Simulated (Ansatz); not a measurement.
# Relaxing H-capped C nanocrystal (octahedron) (26 atoms), part 2 of 2

Wanted: the relaxed structure of H-capped C nanocrystal (octahedron) (26 atoms) and its electronic structure.

Ansatz 0.2.0; Kohn-Sham DFT, LDA, PAW (set soft_2), plane waves.

So far. Step 3 (Relaxation): The relaxation changed the energy by -6.51 meV/atom, and atoms moved by 0.026 Å r.m.s., 0.033 Å at most.

### 5. Single point at the relaxed geometry

One more single point at the end of the walk gives the fuller output and checks the residual forces.

Contents of input.yaml:

```yaml
crystal:
  lattice:
    - [13.82562, 0.0, 0.0]
    - [0.0, 13.82562, 0.0]
    - [0.0, 0.0, 13.82562]
  atoms:
    - { symbol: C, position: [0.4364, 0.4364, 0.4364] }
    - { symbol: C, position: [0.37317, 0.5, 0.5] }
    - { symbol: C, position: [0.4364, 0.5636, 0.5636] }
    - { symbol: C, position: [0.5, 0.37317, 0.5] }
    [... 16 atom lines left out ...]
    - { symbol: H, position: [0.4545, 0.4545, 0.67424] }
    - { symbol: H, position: [0.5455, 0.5455, 0.67424] }
    - { symbol: H, position: [0.4545, 0.67424, 0.4545] }
    - { symbol: H, position: [0.5455, 0.67424, 0.5455] }
    - { symbol: H, position: [0.67424, 0.5455, 0.5455] }
    - { symbol: H, position: [0.67424, 0.4545, 0.4545] }
kpoints:
  mp_grid: { grid: [1, 1, 1] }
hamiltonian:
  xc: lda
scf:
  occupations: { method: fixed }
output:
  forces: true
  populations: true
  dos:
    method: { smearing: { sigma: 0.08 } }
    de: 0.1
    projected:
      site_lists:
        C: [C]
        H: [H]
        crystal: [0, 1, 2, 3, 4, 5, 6, 7, 8, 9]
        hydrogen: [10, 11, 12, 13, 14, 15, 16, 17, 18, 19, 20, 21, 22, 23, 24, 25]
  eigenvalues: true
  write_density: true
  write_potential: true
  volumetric_format: npy
  elf: true
```

The run is started by

```bash
> ansatz run input.yaml --threads 4 --pin off --max-ram 8192MiB --backend cpu --events-out ev --progress --plain --runs-dir out
```

Log:

```text
[...]
Crystal: 26 atoms, lattice volume = 2642.736 Å³
Basis set: ecut = 420 eV, 51627 PW (Γ)
Bands: 54, of which v1, the nominal top of the filled ones, is band 28 counted from 1 (27 counted from 0)
Symmetry: 24 space group operations
[...]
k-points: 1
[...]
SCF iter   1: F=—  HF=-2682.392894 eV  |F-HF|=—  |Δ(HF+E_count)|=         —  Δρ=2.56e-3  dr2=4.16e-1  ethr=1.77e-3  ⟨swp⟩=6.0  Hψ=208  notcnv=0  defer=23
[...]
SCF iter   7: F=-2682.322568 eV  HF=-2682.322568 eV  |F-HF|=3.59e-7  |Δ(HF+E_count)|=   3.61e-8  Δρ=2.72e-6  dr2=9.45e-8  ethr=1.79e-10  ⟨swp⟩=36.0  Hψ=755  notcnv=0
SCF 1 converged in 7 iterations: F = -2682.322568 eV  dr2 = 9.45e-8
[...]
WARN: The output density's exchange-correlation potential varies sharply where the density is thin. Do not read a vacuum level from v_tot or v_xc, or from such a field of the output density. On a cell that repeats whose density bears no net charge and no dipole along the vacuum's axis use v_es (v_loc + v_h of the components); [...]
SCF converged after 7 iterations
Free energy (F): -2682.322568 eV
[...]
Internal energy: -2682.322568 eV  (E = F + TS)
E sigma→0 (E₀):  -2682.322568 eV
Fermi energy:    -6.120899 eV
[...]
--- Forces (eV/Å), atoms counted from 1 ---
  atom   1  C      0.00071330     0.00071330     0.00071330
  atom   2  C      0.00575886     0.00000000    -0.00000000
  atom   3  C      0.00071330    -0.00071330    -0.00071330
  atom   4  C     -0.00000000     0.00575886    -0.00000000
  atom   5  C     -0.00071330     0.00071330    -0.00071330
  atom   6  C      0.00000000     0.00000000     0.00575886
  atom   7  C     -0.00071330    -0.00071330     0.00071330
  atom   8  C      0.00000000     0.00000000    -0.00575886
  atom   9  C      0.00000000    -0.00575886     0.00000000
  atom  10  C     -0.00575886     0.00000000     0.00000000
  atom  11  H      0.00283808     0.00283808     0.00283808
  atom  12  H     -0.00657990     0.00124804    -0.00124804
  atom  13  H     -0.00657990    -0.00124804     0.00124804
  atom  14  H      0.00283808    -0.00283808    -0.00283808
[...]
atom  25  H      0.00657990    -0.00124804    -0.00124804
  atom  26  H      0.00657990     0.00124804     0.00124804
  max |Σ_I F_I| component: 4.34e-18 eV/Å
--- Band table (eV) ---
[...]
--- Löwdin populations: 26 sites ---
  site symbol       q [e]
     0      C      4.1115
     1      C      4.3100
     2      C      4.1115
[...]
25      H      0.8197
  spilling = 0.010713 (of n_electrons = 56.000000)
```

Wall time 5 s (4 threads of Arm Neoverse V2, shared host); peak memory 1 GiB; 17 s of CPU time.

The program notes that the exchange-correlation potential is rough where the density is thin.

Read from the output:

| Property | Result |
| --- | --- |
| free energy | -2682.3226 eV |
| free energy per atom | -103.1663 eV/atom |
| SCF cycles | 7 |
| r.m.s. force component | 0.00332 eV/Å |
| longest force | 0.00681 eV/Å |
| Fermi energy | -6.121 eV |
| gap (highest filled to lowest empty level) | 5.682 eV |
| spilling of the projection | 0.01071 |

Löwdin charges by element (they lack the spilled electrons, 0.023 e an atom on average):

| element | coordination | atoms | mean charge (e) | spread | least | most |
| --- | --- | --- | --- | --- | --- | --- |
| C | all | 10 | -0.231 | 0.0972 | -0.31 | -0.112 |
| H | all | 16 | 0.182 | 0.0022 | 0.180 | 0.185 |

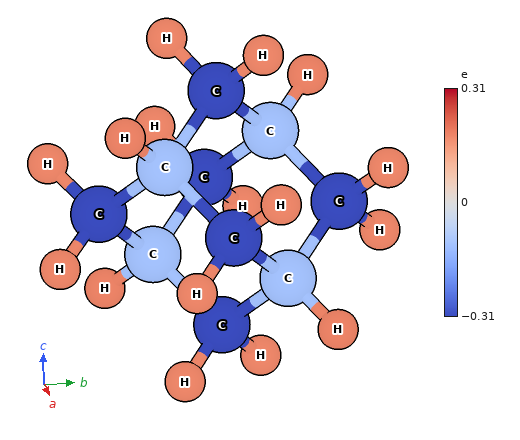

Atoms coloured by Löwdin charge.

By region:

| region | atoms | mean length of the force (eV/Å) |
| --- | --- | --- |
| crystal | 10 | 0.004 |
| hydrogen | 16 | 0.006 |

States in the cell by windows of 1 eV, zero at the Fermi level; the larger projections on atomic orbitals stand beside the total:

| from (eV) | to (eV) | total | crystal | C p | H s | hydrogen | C s |
| --- | --- | --- | --- | --- | --- | --- | --- |
| -16 | -15 | 2.0 | 1.7 | 0.3 | 0.3 | 0.3 | 1.3 |
| -15 | -13 | 0.0 | 0.0 | 0.0 | 0.0 | 0.0 | 0.0 |
| -13 | -12 | 6.0 | 5.0 | 1.3 | 0.9 | 0.9 | 3.7 |
| -12 | -10 | 0.0 | 0.0 | 0.0 | 0.0 | 0.0 | 0.0 |
| -10 | -9 | 4.0 | 3.0 | 1.1 | 0.9 | 0.9 | 2.0 |
| -9 | -8 | 0.0 | 0.0 | 0.0 | 0.0 | 0.0 | 0.0 |
| -8 | -7 | 6.0 | 4.8 | 3.1 | 1.1 | 1.1 | 1.7 |
| -7 | -6 | 2.0 | 1.4 | 1.3 | 0.5 | 0.5 | 0.1 |
| -6 | -5 | 0.0 | 0.0 | 0.0 | 0.0 | 0.0 | 0.0 |
| -5 | -4 | 8.0 | 5.4 | 4.7 | 2.5 | 2.5 | 0.7 |
| -4 | -3 | 6.2 | 5.3 | 5.3 | 0.8 | 0.8 | 0.0 |
| -3 | -2 | 5.8 | 4.1 | 3.9 | 1.7 | 1.7 | 0.2 |
| -2 | -1 | 10.0 | 7.5 | 7.5 | 2.5 | 2.5 | 0.0 |
| -1 | 0 | 4.5 | 3.1 | 3.0 | 1.4 | 1.4 | 0.0 |
| 0 | 1 | 1.5 | 1.0 | 1.0 | 0.5 | 0.5 | 0.0 |
| 1 | 5 | 0.0 | 0.0 | 0.0 | 0.0 | 0.0 | 0.0 |

The curve was stored every 0.100 eV, coarse against its broadening of 0.08 eV, so these counts are rough.

With fixed occupations the program's Fermi level is the highest filled level; weight inside the gap is the broadening of levels at its edges.

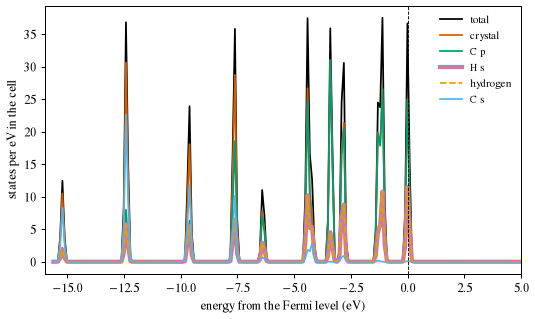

Total and projected density of states, with the broadening of the input.

The levels nearest the highest filled one (over half full), pooled over k-points and spins:

| level less the highest filled one (eV) | occupation |
| --- | --- |
| -1.12 | 2 |
| -1.12 | 2 |
| -1.12 | 2 |
| 0 | 2 |
| 0 | 2 |
| 0 | 2 |
| 5.68 | 0 |
| 6.55 | 0 |
| 6.55 | 0 |
| 6.55 | 0 |
| 6.86 | 0 |
| 6.86 | 0 |

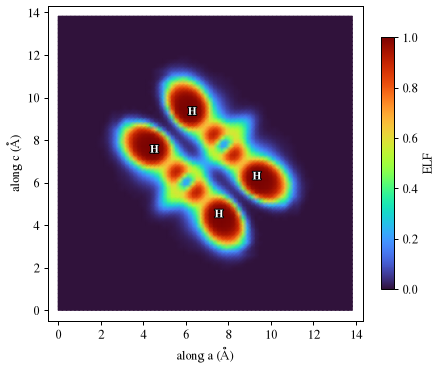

ELF in the ac plane at fractional y = 0.454, with atoms of H within 0.2 Å of it. It is the smooth field of the valence electrons, not physical close to the nuclei.

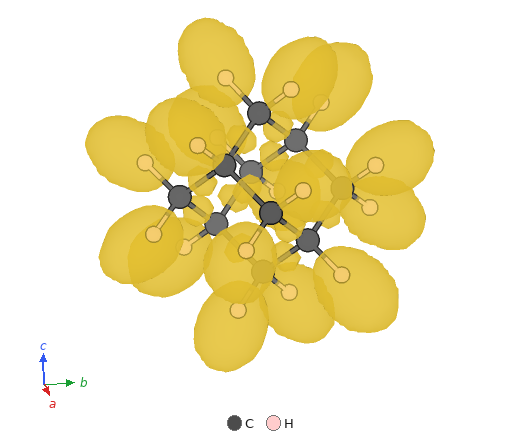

Surface of ELF = 0.85.

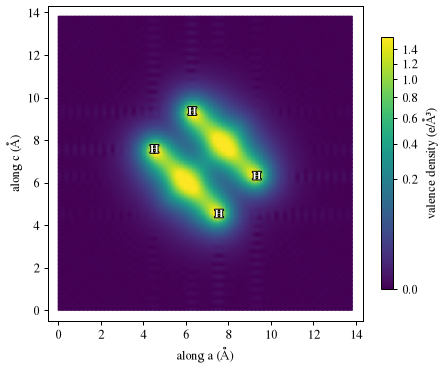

Valence density in the ac plane at fractional y = 0.454, with atoms of H within 0.2 Å of it. It is the smooth field of the valence electrons, not physical close to the nuclei. The colour scale is stretched toward low values.

Mean Löwdin charges: C -0.23, H +0.18 e (they miss 1.1 % of the electrons, so they add up to more than the cell's charge). Charges this small depend on the projection, at times even in sign.

A closer look about C1, whose charge lies farthest from its element's mean: 11 atoms, nearest first, numbered in the order of the input, with positions taken from that point.

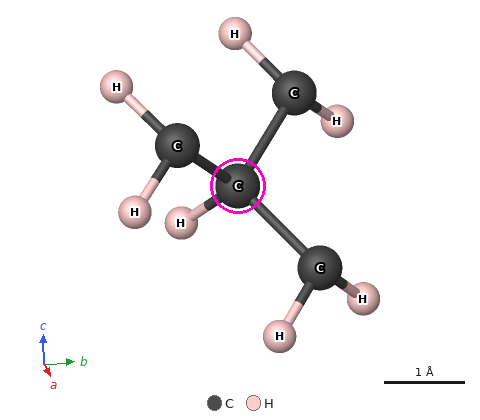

The atoms of the table, within 2.2 Å (arrows a, b, c point along x, y, z); some may hide others; the central atom is ringed.

| atom | x | y | z | distance (Å) | bonds | Löwdin charge (e) |
| --- | --- | --- | --- | --- | --- | --- |
| C1 | 0.00 | 0.00 | 0.00 | 0.00 | 4 | -0.11 |
| H11 | -0.64 | -0.64 | -0.64 | 1.10 | 1 | 0.19 |
| C2 | -0.87 | 0.88 | 0.88 | 1.52 | 4 | -0.31 |
| C4 | 0.88 | -0.87 | 0.88 | 1.52 | 4 | -0.31 |
| C6 | 0.88 | 0.88 | -0.87 | 1.52 | 4 | -0.31 |
| H12 | -1.53 | 0.25 | 1.51 | 2.16 | 1 | 0.18 |
| H13 | -1.53 | 1.51 | 0.25 | 2.16 | 1 | 0.18 |
| H15 | 1.51 | -1.53 | 0.25 | 2.16 | 1 | 0.18 |
| H16 | 0.25 | -1.53 | 1.51 | 2.16 | 1 | 0.18 |
| H18 | 0.25 | 1.51 | -1.53 | 2.16 | 1 | 0.18 |
| H19 | 1.51 | 0.25 | -1.53 | 2.16 | 1 | 0.18 |

The column of bonds counts only the pairs H-C within 1.34 Å, C-C within 1.85 Å; other neighbours, such as metal atoms beside each other in a compound, aren't counted, and periodic images can show an atom twice.

### 6. Summary of results

| Property | Result |
| --- | --- |
| energy change in the relaxation | -6.51 meV/atom |
| r.m.s. displacement | 0.026 Å |
| largest displacement | 0.033 Å |
| free energy per atom | -103.1663 eV/atom |
| r.m.s. force component | 0.00332 eV/Å |
| gap (highest filled to lowest empty level) | 5.682 eV |
| wall time of the 3 DFT runs | 16 s |

Relaxation lowers the energy by 6.51 meV/atom and moves atoms by 0.026 Å r.m.s.; the r.m.s. force component goes from 0.49 to 0.0033 eV/Å, and the gap from 5.73 to 5.68 eV. By the final cutoffs no bond was broken or made. From the first step to the last the energy fell by 0.169 eV, and the largest move was 0.033 Å (C4, with 5 other atoms within 2 % of it). The C-C bonds change most in mean length: from 1.546 Å (spread 0.000) to 1.520 Å (spread 0.000). Counting bonds as in the table, all C atoms have 4 and all H atoms have 1 bonded neighbour. Filled and empty levels are parted by 5.68 eV (at Γ alone); a local or semilocal functional tends to put such gaps too low.

**Limits.** The name gives the shape as built, which the classical minimisation can have changed.

[Logs are printed without paths, hosts, clocks, repeated set-up lines and the standing remarks that a program may print on its own settings, such as how far it seeks lower states.]

[Hosts, paths, dates, database ids (printed as entryN), source tags and the programs' standing remarks are cut or masked in the printed files.]
